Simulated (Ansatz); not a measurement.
PbSe (rock salt)

Space group Fm-3m (No. 225); a = 6.1015 Å, b = 6.1015 Å, c = 6.1015 Å, α = 90.00°, β = 90.00°, γ = 90.00°

```tsv
atom	site	symmetry	x	y	z
Se	4a	m-3m	0.0000	0.0000	0.0000
Pb	4b	m-3m	0.5000	0.5000	0.5000
```
(The calculation used a cell of 2 atoms; values per cell refer to that cell.)

The relaxed cell is deformed in two ways at once: its volume V is scaled, and at that volume it is stretched along z (the c axis of the conventional cell) so that c/a changes. Fractional atomic positions are held.

Calculation: PBEsol (plane waves to 420 eV, PAW, scalar-relativistic; Ansatz, a quantum-chemistry and plane-wave program). k mesh 9×9×9 (Γ-centred), Fermi-Dirac smearing 0.05 eV. Energies are smeared free energies. PbSe was relaxed with its symmetry unable to fall. Spin-orbit coupling is left out, though Pb is heavy. The PAW data are Ansatz's earlier set. ΔE is measured from the relaxed starting cell.

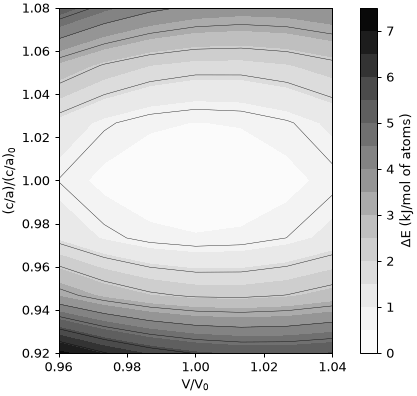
ΔE (kJ/mol of atoms) over the 7×7 grid of computed points.

The shear modulus C′ = (C11 − C12)/2 (fit, atoms clamped) is 63 GPa. Highest place on the grid: V/V₀ = 0.960, (c/a)/(c/a)₀ = 0.920 (74.2 meV/atom). Lowest place on the grid: V/V₀ = 1.000, (c/a)/(c/a)₀ = 1.000 (0.0 meV/atom).

Near the relaxed cell σzz − σxx = −2Cδ (compression positive), C being this modulus and δ the logarithm of the ratio.

(A scan under strain: stresses follow from slopes of the energy per volume, elastic moduli from its curvatures.)
